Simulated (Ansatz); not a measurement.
**PS (quartet): B2PLYP, RPA-PBE over vertical spin and charge gaps, 6-31G**

Aim: run PS (quartet) with these functionals over vertical spin and charge gaps, and hold them against the top wave-function level at the same points.

Method: 6-31G, all electrons in the functionals, frozen cores in the correlation of double hybrids and RPA; program: Ansatz 0.2.0, Gaussian basis.

To be run: B2PLYP, RPA-PBE, at charge 0, quartet; charge 0, doublet; charge 0, sextet; charge 1, triplet; charge 1, quintet (not every functional at every point).

12 further runs of the same task are left out: 7 that didn't finish, 5 set aside as unsound or not needed.

## (1) What is computed

The geometry is a PBE0/def2-TZVP stationary point (not a proven minimum).

2 atoms, charge 0, spin multiplicity 4.

Atoms are counted from 1 here; the program's logs count them from 0.

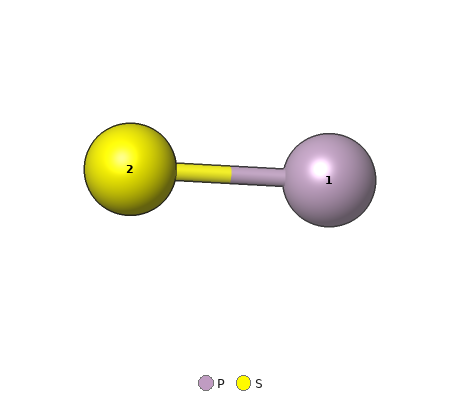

The geometry (phosphorus pink, sulfur yellow); atoms are numbered from 1 in the order of the file.

No dispersion term is added.

The geometry shown and the zero of energy belong to the point charge 0, quartet. The yardstick, FCI, and other wave-function levels (R restricted, U unrestricted, valence and pair active spaces) come from earlier runs.

## (2) B2PLYP, charge 0, quartet

The input, in.yaml:

```yaml
crystal:
  periodic: [false, false, false]
  atoms:
    - {symbol: P, position_ang: [0.000000, 0.000000, 0.000000]}
    - {symbol: S, position_ang: [0.000000, 0.000000, 2.137000]}
basis:
  gaussian: {orbitals: 6-31G}
magnetization: {spin_polarized: true, initial_magnetization: 3}
hamiltonian: {xc: {name: B2PLYP}}
correlation: {electrons: outside_noble_gas}
```

Launch:

```bash
$ ansatz run in.yaml --threads 1 --pin off --events-out ev --progress --plain --max-ram 2393MiB
```

The log of the run:

```text
Functional definition: B2PLYP
  name "B2PLYP"
  cite "Grimme, J. Chem. Phys. 124, 034108 (2006) doi:10.1063/1.2148954"
  cite "Becke, Phys. Rev. A 38, 3098 (1988) doi:10.1103/PhysRevA.38.3098"
  cite "Lee, Yang & Parr, Phys. Rev. B 37, 785 (1988) doi:10.1103/PhysRevB.37.785"
  parameter a = 0.53
  parameter c = 0.27
  exchange = (1 - a)*b88_x + a*exact_x
  correlation = (1 - c)*lyp_c + c*(mp2_os + mp2_ss)
285 factors; integrals over basis functions are off by at most 1.1e-4 eV
mean field evaluation 1: about -20110.0339 eV, gradient 3.5e0 eV
mean field evaluation 2: about -20110.0383 eV, gradient 3.5e0 eV
mean field evaluation 4: about -20110.2136 eV, gradient 8.2e-1 eV
mean field evaluation 8: about -20110.2285 eV, gradient 2.5e-2 eV
mean field evaluation 16: about -20110.2285 eV, gradient 4.8e-6 eV
mean field -20110.22852762 eV, -739.0372671875 hartree, gradient 4.8e-6 eV, S^2 3.755682; 2 other end points of the search recorded, 0 dependent functions left out
10 core orbitals not correlated: weight in the atoms' cores, before any rotation towards them, 1.000 or more for the frozen orbitals, at most 0.000 for the correlated occupied ones
reference -20110.22864527 eV, -739.0372715112 hartree; 7, 4 occupied and 9, 12 virtual orbitals, 285 factors
second order -2.13284269 eV of doubles, -0.00000000 eV of singles
Total energy: -20110.80451280 eV, -739.0584342524 hartree
```

Wall time 0.81 s (1 thread of Arm Neoverse V2, shared host).

From the report: ⟨S²⟩ of the determinant 3.756 (pure quartet: 3.75).

## (3) B2PLYP, charge 0, doublet

Changes to in.yaml since step 2:

```diff
@@ -7,3 +7,3 @@
   gaussian: {orbitals: 6-31G}
-magnetization: {spin_polarized: true, initial_magnetization: 3}
+magnetization: {spin_polarized: true, initial_magnetization: 1}
 hamiltonian: {xc: {name: B2PLYP}}
```

Same command.

The log of the run:

```text
Functional definition: B2PLYP
  name "B2PLYP"
  cite "Grimme, J. Chem. Phys. 124, 034108 (2006) doi:10.1063/1.2148954"
  cite "Becke, Phys. Rev. A 38, 3098 (1988) doi:10.1103/PhysRevA.38.3098"
  cite "Lee, Yang & Parr, Phys. Rev. B 37, 785 (1988) doi:10.1103/PhysRevB.37.785"
  parameter a = 0.53
  parameter c = 0.27
  exchange = (1 - a)*b88_x + a*exact_x
  correlation = (1 - c)*lyp_c + c*(mp2_os + mp2_ss)
285 factors; integrals over basis functions are off by at most 1.1e-4 eV
mean field evaluation 1: about -20110.0551 eV, gradient 1.2e1 eV
mean field evaluation 2: about -20110.0581 eV, gradient 1.2e1 eV
mean field evaluation 4: about -20111.1590 eV, gradient 6.1e-1 eV
mean field evaluation 8: about -20111.1783 eV, gradient 2.2e-1 eV
mean field evaluation 16: about -20111.3171 eV, gradient 1.7e-6 eV
mean field evaluation 32: about -20111.1595 eV, gradient 3.4e-5 eV
mean field -20111.31713982 eV, -739.0772729479 hartree, gradient 3.2e-6 eV, S^2 1.184125; 4 other end points of the search recorded, 0 dependent functions left out
10 core orbitals not correlated: weight in the atoms' cores, before any rotation towards them, 1.000 or more for the frozen orbitals, at most 0.000 for the correlated occupied ones
reference -20111.31725324 eV, -739.0772771161 hartree; 6, 5 occupied and 10, 11 virtual orbitals, 285 factors
second order -3.49933933 eV of doubles, -0.00000000 eV of singles
Total energy: -20112.26207486 eV, -739.1119986701 hartree
```

Run time: 1.8 s. Hardware: 1 thread of Arm Neoverse V2, shared host.

From the report: ⟨S²⟩ of the determinant 1.184 (pure doublet: 0.75).

From charge 0, quartet: -140.6 kJ/mol.

## (4) B2PLYP, charge 0, sextet

Changes to in.yaml since step 3:

```diff
@@ -7,3 +7,3 @@
   gaussian: {orbitals: 6-31G}
-magnetization: {spin_polarized: true, initial_magnetization: 1}
+magnetization: {spin_polarized: true, initial_magnetization: 5}
 hamiltonian: {xc: {name: B2PLYP}}
```

The command is unchanged.

The log of the run:

```text
Functional definition: B2PLYP
  name "B2PLYP"
  cite "Grimme, J. Chem. Phys. 124, 034108 (2006) doi:10.1063/1.2148954"
  cite "Becke, Phys. Rev. A 38, 3098 (1988) doi:10.1103/PhysRevA.38.3098"
  cite "Lee, Yang & Parr, Phys. Rev. B 37, 785 (1988) doi:10.1103/PhysRevB.37.785"
  parameter a = 0.53
  parameter c = 0.27
  exchange = (1 - a)*b88_x + a*exact_x
  correlation = (1 - c)*lyp_c + c*(mp2_os + mp2_ss)
285 factors; integrals over basis functions are off by at most 1.1e-4 eV
mean field evaluation 1: about -20104.5659 eV, gradient 6.8e0 eV
mean field evaluation 2: about -20104.5752 eV, gradient 6.8e0 eV
mean field evaluation 4: about -20105.1399 eV, gradient 4.5e-1 eV
mean field evaluation 8: about -20105.1443 eV, gradient 2.5e-3 eV
mean field evaluation 16: about -20105.1530 eV, gradient 3.9e-1 eV
mean field evaluation 32: about -20104.5659 eV, gradient 6.8e0 eV
mean field -20105.17669510 eV, -738.8516157668 hartree, gradient 3.1e-6 eV, S^2 8.752539; 5 other end points of the search recorded, 0 dependent functions left out
10 core orbitals not correlated: weight in the atoms' cores, before any rotation towards them, 1.000 or more for the frozen orbitals, at most 0.000 for the correlated occupied ones
reference -20105.17681287 eV, -738.8516200946 hartree; 8, 3 occupied and 8, 13 virtual orbitals, 285 factors
second order -1.32371006 eV of doubles, -0.00000000 eV of singles
Total energy: -20105.53421459 eV, -738.8647543655 hartree
```

Run time: 2.1 s. Hardware: 1 thread of Arm Neoverse V2, shared host.

From the report: ⟨S²⟩ of the determinant 8.753 (pure sextet: 8.75).

From charge 0, quartet: +508.5 kJ/mol.

## (5) B2PLYP, charge 1, triplet

Changes to in.yaml since step 4:

```diff
@@ -7,3 +7,4 @@
   gaussian: {orbitals: 6-31G}
-magnetization: {spin_polarized: true, initial_magnetization: 5}
+total_charge: 1
+magnetization: {spin_polarized: true, initial_magnetization: 2}
 hamiltonian: {xc: {name: B2PLYP}}
```

The command is unchanged.

The log of the run:

```text
Functional definition: B2PLYP
  name "B2PLYP"
  cite "Grimme, J. Chem. Phys. 124, 034108 (2006) doi:10.1063/1.2148954"
  cite "Becke, Phys. Rev. A 38, 3098 (1988) doi:10.1103/PhysRevA.38.3098"
  cite "Lee, Yang & Parr, Phys. Rev. B 37, 785 (1988) doi:10.1103/PhysRevB.37.785"
  parameter a = 0.53
  parameter c = 0.27
  exchange = (1 - a)*b88_x + a*exact_x
  correlation = (1 - c)*lyp_c + c*(mp2_os + mp2_ss)
283 factors; integrals over basis functions are off by at most 1.1e-4 eV
mean field evaluation 1: about -20099.5543 eV, gradient 1.2e1 eV
mean field evaluation 2: about -20099.5598 eV, gradient 1.2e1 eV
mean field evaluation 4: about -20100.6490 eV, gradient 7.7e-1 eV
mean field evaluation 8: about -20100.6597 eV, gradient 1.8e-2 eV
mean field evaluation 16: about -20100.6597 eV, gradient 2.4e-4 eV
mean field evaluation 32: about -20100.6597 eV, gradient 5.2e-2 eV
mean field evaluation 64: about -20101.1729 eV, gradient 3.2e-6 eV
mean field -20101.17288009 eV, -738.7044782789 hartree, gradient 3.2e-6 eV, S^2 2.029127; 8 other end points of the search recorded, 0 dependent functions left out
10 core orbitals not correlated: weight in the atoms' cores, before any rotation towards them, 1.000 or more for the frozen orbitals, at most 0.000 for the correlated occupied ones
reference -20101.17299607 eV, -738.7044825413 hartree; 6, 4 occupied and 10, 12 virtual orbitals, 283 factors
second order -3.31806689 eV of doubles, -0.00000000 eV of singles
Total energy: -20102.06887413 eV, -738.7374054527 hartree
```

Run time: 2.1 s. Hardware: 1 thread of Arm Neoverse V2, shared host.

From the report: ⟨S²⟩ of the determinant 2.029 (pure triplet: 2.00).

From charge 0, quartet: +842.9 kJ/mol.

## (6) B2PLYP, charge 1, quintet

Changes to in.yaml since step 5:

```diff
@@ -8,3 +8,3 @@
 total_charge: 1
-magnetization: {spin_polarized: true, initial_magnetization: 2}
+magnetization: {spin_polarized: true, initial_magnetization: 4}
 hamiltonian: {xc: {name: B2PLYP}}
```

Same command.

The log of the run:

```text
Functional definition: B2PLYP
  name "B2PLYP"
  cite "Grimme, J. Chem. Phys. 124, 034108 (2006) doi:10.1063/1.2148954"
  cite "Becke, Phys. Rev. A 38, 3098 (1988) doi:10.1103/PhysRevA.38.3098"
  cite "Lee, Yang & Parr, Phys. Rev. B 37, 785 (1988) doi:10.1103/PhysRevB.37.785"
  parameter a = 0.53
  parameter c = 0.27
  exchange = (1 - a)*b88_x + a*exact_x
  correlation = (1 - c)*lyp_c + c*(mp2_os + mp2_ss)
285 factors; integrals over basis functions are off by at most 1.1e-4 eV
mean field evaluation 1: about -20099.7975 eV, gradient 4.7e0 eV
mean field evaluation 2: about -20099.8084 eV, gradient 4.7e0 eV
mean field evaluation 4: about -20099.9911 eV, gradient 4.5e-1 eV
mean field evaluation 8: about -20099.9933 eV, gradient 8.9e-3 eV
mean field evaluation 16: about -20099.9246 eV, gradient 8.9e-1 eV
mean field -20099.99329471 eV, -738.6611293156 hartree, gradient 4.3e-6 eV, S^2 6.006138; 2 other end points of the search recorded, 0 dependent functions left out
10 core orbitals not correlated: weight in the atoms' cores, before any rotation towards them, 1.000 or more for the frozen orbitals, at most 0.000 for the correlated occupied ones
reference -20099.99340392 eV, -738.6611333292 hartree; 7, 3 occupied and 9, 13 virtual orbitals, 285 factors
second order -1.35935578 eV of doubles, -0.00000000 eV of singles
Total energy: -20100.36042998 eV, -738.6746212882 hartree
```

It took 0.75 s on 1 thread of Arm Neoverse V2, shared host.

From the report: ⟨S²⟩ of the determinant 6.006 (pure quintet: 6.00).

From charge 0, quartet: +1007.7 kJ/mol.

## (7) RPA-PBE, charge 0, quartet

The input, in.yaml:

```yaml
crystal:
  periodic: [false, false, false]
  atoms:
    - {symbol: P, position_ang: [0.000000, 0.000000, 0.000000]}
    - {symbol: S, position_ang: [0.000000, 0.000000, 2.137000]}
basis:
  gaussian: {orbitals: 6-31G}
magnetization: {spin_polarized: true, initial_magnetization: 3}
hamiltonian: {xc: {name: PBE}}
correlation: {method: rpa, electrons: outside_noble_gas}
```

The command is unchanged.

The log of the run:

```text
Functional definition: PBE
  name "PBE"
  cite "Perdew, Burke & Ernzerhof, Phys. Rev. Lett. 77, 3865 (1996) doi:10.1103/PhysRevLett.77.3865"
  parent pbe
  parameter kappa = 0.804
  parameter beta = 0.06672455060314922
  exchange = pbe_x(kappa = kappa, mu = beta*pi^2/3)
  correlation = pbe_c(beta = beta)
285 factors; integrals over basis functions are off by at most 1.1e-4 eV
mean field evaluation 1: about -20110.1506 eV, gradient 4.2e0 eV
mean field evaluation 2: about -20110.1501 eV, gradient 4.2e0 eV
mean field evaluation 4: about -20110.2778 eV, gradient 2.7e0 eV
mean field evaluation 8: about -20110.3390 eV, gradient 7.1e-3 eV
mean field evaluation 16: about -20108.9606 eV, gradient 6.8e0 eV
mean field evaluation 32: about -20109.5048 eV, gradient 7.2e-1 eV
mean field evaluation 64: about -20110.3390 eV, gradient 1.5e-6 eV
mean field -20110.33898639 eV, -739.0413264724 hartree, gradient 1.5e-6 eV, S^2 3.751734; 9 other end points of the search recorded, 0 dependent functions left out
10 core orbitals not correlated: weight in the atoms' cores, before any rotation towards them, 1.000 or more for the frozen orbitals, at most 0.000 for the correlated occupied ones
reference -20085.39011010 eV, -738.1244721799 hartree; 7, 4 occupied and 9, 12 virtual orbitals, 285 factors
Total energy: -20089.21150416 eV, -738.2649058213 hartree
```

Wall time 1.9 s (1 thread of Arm Neoverse V2, shared host).

From the report: ⟨S²⟩ of the determinant 3.752 (pure quartet: 3.75).

## (8) RPA-PBE, charge 0, sextet

Changes to in.yaml since step 7:

```diff
@@ -7,3 +7,3 @@
   gaussian: {orbitals: 6-31G}
-magnetization: {spin_polarized: true, initial_magnetization: 3}
+magnetization: {spin_polarized: true, initial_magnetization: 5}
 hamiltonian: {xc: {name: PBE}}
```

The command is unchanged.

The log of the run:

```text
Functional definition: PBE
  name "PBE"
  cite "Perdew, Burke & Ernzerhof, Phys. Rev. Lett. 77, 3865 (1996) doi:10.1103/PhysRevLett.77.3865"
  parent pbe
  parameter kappa = 0.804
  parameter beta = 0.06672455060314922
  exchange = pbe_x(kappa = kappa, mu = beta*pi^2/3)
  correlation = pbe_c(beta = beta)
285 factors; integrals over basis functions are off by at most 1.1e-4 eV
mean field evaluation 1: about -20104.1951 eV, gradient 7.5e0 eV
mean field evaluation 2: about -20104.1914 eV, gradient 7.5e0 eV
mean field evaluation 4: about -20104.5977 eV, gradient 5.4e0 eV
mean field evaluation 8: about -20104.4977 eV, gradient 6.2e0 eV
mean field evaluation 16: about -20104.9337 eV, gradient 4.7e-3 eV
mean field evaluation 32: about -20104.8370 eV, gradient 4.1e-4 eV
mean field evaluation 64: about -20104.9720 eV, gradient 9.9e-1 eV
mean field evaluation 96: about -20104.9297 eV, gradient 3.6e-1 eV
mean field -20104.98639761 eV, -738.8446224628 hartree, gradient 2.1e-6 eV, S^2 8.750647; 11 other end points of the search recorded, 0 dependent functions left out
10 core orbitals not correlated: weight in the atoms' cores, before any rotation towards them, 1.000 or more for the frozen orbitals, at most 0.000 for the correlated occupied ones
reference -20081.05381845 eV, -737.9651164009 hartree; 8, 3 occupied and 8, 13 virtual orbitals, 285 factors
Total energy: -20084.28050733 eV, -738.0836950299 hartree
```

Wall time 3.3 s (1 thread of Arm Neoverse V2, shared host).

From the report: ⟨S²⟩ of the determinant 8.751 (pure sextet: 8.75).

From charge 0, quartet: +475.8 kJ/mol.

## (9) RPA-PBE, charge 1, triplet

Changes to in.yaml since step 8:

```diff
@@ -7,3 +7,4 @@
   gaussian: {orbitals: 6-31G}
-magnetization: {spin_polarized: true, initial_magnetization: 5}
+total_charge: 1
+magnetization: {spin_polarized: true, initial_magnetization: 2}
 hamiltonian: {xc: {name: PBE}}
```

Same command.

The log of the run:

```text
Functional definition: PBE
  name "PBE"
  cite "Perdew, Burke & Ernzerhof, Phys. Rev. Lett. 77, 3865 (1996) doi:10.1103/PhysRevLett.77.3865"
  parent pbe
  parameter kappa = 0.804
  parameter beta = 0.06672455060314922
  exchange = pbe_x(kappa = kappa, mu = beta*pi^2/3)
  correlation = pbe_c(beta = beta)
283 factors; integrals over basis functions are off by at most 1.1e-4 eV
mean field evaluation 1: about -20098.7340 eV, gradient 1.6e1 eV
mean field evaluation 2: about -20098.7311 eV, gradient 1.6e1 eV
mean field evaluation 4: about -20100.7511 eV, gradient 4.5e0 eV
mean field evaluation 8: about -20100.9441 eV, gradient 6.7e-1 eV
mean field evaluation 16: about -20101.5440 eV, gradient 4.4e-2 eV
mean field evaluation 32: about -20101.5039 eV, gradient 2.3e0 eV
mean field evaluation 64: about -20100.3584 eV, gradient 4.5e-7 eV
mean field evaluation 96: about -20100.9451 eV, gradient 1.3e-6 eV
mean field evaluation 128: about -20101.5385 eV, gradient 4.5e-1 eV
mean field evaluation 160: about -20098.1209 eV, gradient 7.4e0 eV
mean field evaluation 192: about -20101.5519 eV, gradient 3.2e-2 eV
mean field -20101.54401692 eV, -738.7181173059 hartree, gradient 3.2e-6 eV, S^2 2.000620; 15 other end points of the search recorded, 0 dependent functions left out
10 core orbitals not correlated: weight in the atoms' cores, before any rotation towards them, 1.000 or more for the frozen orbitals, at most 0.000 for the correlated occupied ones
reference -20076.11367897 eV, -737.7835696234 hartree; 6, 4 occupied and 10, 12 virtual orbitals, 283 factors
Total energy: -20080.98580825 eV, -737.9626170721 hartree
```

Wall time 4.8 s (1 thread of Arm Neoverse V2, shared host).

From the report: ⟨S²⟩ of the determinant 2.001 (pure triplet: 2.00).

From charge 0, quartet: +793.7 kJ/mol.

## (10) RPA-PBE, charge 1, quintet

Changes to in.yaml since step 9:

```diff
@@ -8,3 +8,3 @@
 total_charge: 1
-magnetization: {spin_polarized: true, initial_magnetization: 2}
+magnetization: {spin_polarized: true, initial_magnetization: 4}
 hamiltonian: {xc: {name: PBE}}
```

Same command.

The log of the run:

```text
Functional definition: PBE
  name "PBE"
  cite "Perdew, Burke & Ernzerhof, Phys. Rev. Lett. 77, 3865 (1996) doi:10.1103/PhysRevLett.77.3865"
  parent pbe
  parameter kappa = 0.804
  parameter beta = 0.06672455060314922
  exchange = pbe_x(kappa = kappa, mu = beta*pi^2/3)
  correlation = pbe_c(beta = beta)
285 factors; integrals over basis functions are off by at most 1.1e-4 eV
mean field evaluation 1: about -20099.0435 eV, gradient 7.4e0 eV
mean field evaluation 2: about -20099.0435 eV, gradient 7.4e0 eV
mean field evaluation 4: about -20099.5143 eV, gradient 1.1e0 eV
mean field evaluation 8: about -20099.5239 eV, gradient 3.3e-3 eV
mean field evaluation 16: about -20098.1893 eV, gradient 8.7e0 eV
mean field evaluation 32: about -20099.4418 eV, gradient 7.9e-1 eV
mean field -20099.52393416 eV, -738.6438806339 hartree, gradient 9.5e-7 eV, S^2 6.002338; 7 other end points of the search recorded, 0 dependent functions left out
10 core orbitals not correlated: weight in the atoms' cores, before any rotation towards them, 1.000 or more for the frozen orbitals, at most 0.000 for the correlated occupied ones
reference -20076.16577677 eV, -737.7854841823 hartree; 7, 3 occupied and 9, 13 virtual orbitals, 285 factors
Total energy: -20079.29414786 eV, -737.9004496993 hartree
```

Wall time 1.9 s (1 thread of Arm Neoverse V2, shared host).

From the report: ⟨S²⟩ of the determinant 6.002 (pure quintet: 6.00).

From charge 0, quartet: +956.9 kJ/mol.

## (11) The comparison

The yardstick is full CI for this spin, exact in this basis with these frozen cores. It comes from earlier runs at the same points. Energies in kJ/mol, counted from charge 0, quartet; blanks weren't run or aren't comparable.

```csv
level,quartet to doublet,quartet to sextet,ionisation to the triplet cation,ionisation to the quintet cation
FCI,-166.8,478.2,761.0,958.5
B2PLYP,-140.6,508.5,842.9,1007.7
RPA-PBE,,475.8,793.7,956.9
```

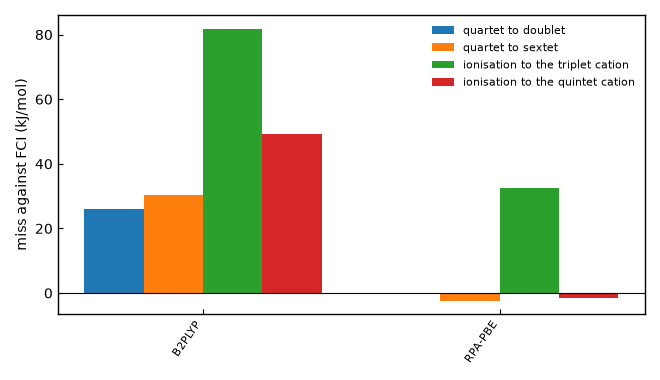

Misses of the gaps against FCI.

Largest miss and mean time a point (FCI took 83 s a point; shared hosts):

```csv
level,largest miss (kJ/mol),where,time a point
B2PLYP,+81.9,ionisation to the triplet cation,1.5 s
RPA-PBE,+32.7,ionisation to the triplet cation,3 s
```

## (12) What came out

```
                             quantity                                            value
              quartet to doublet, FCI                                    -166.8 kJ/mol
               quartet to sextet, FCI                                     478.2 kJ/mol
ionisation to the triplet cation, FCI                                     761.0 kJ/mol
ionisation to the quintet cation, FCI                                     958.5 kJ/mol
                 largest miss, B2PLYP  +81.9 kJ/mol (ionisation to the triplet cation)
                largest miss, RPA-PBE  +32.7 kJ/mol (ionisation to the triplet cation)
```

**Reading.** Misses are known at 4 of 4 points at best, and only functionals with that many are ranked. B2PLYP strays by up to 81.9 kJ/mol, at ionisation to the triplet cation. B2PLYP clearly breaks the spin symmetry at some points (⟨S²⟩ up to 0.43 above the pure value), so energy there is bought with a mixed spin. Functionals and the yardstick converge differently with the basis, so part of each miss in 6-31G is the basis.
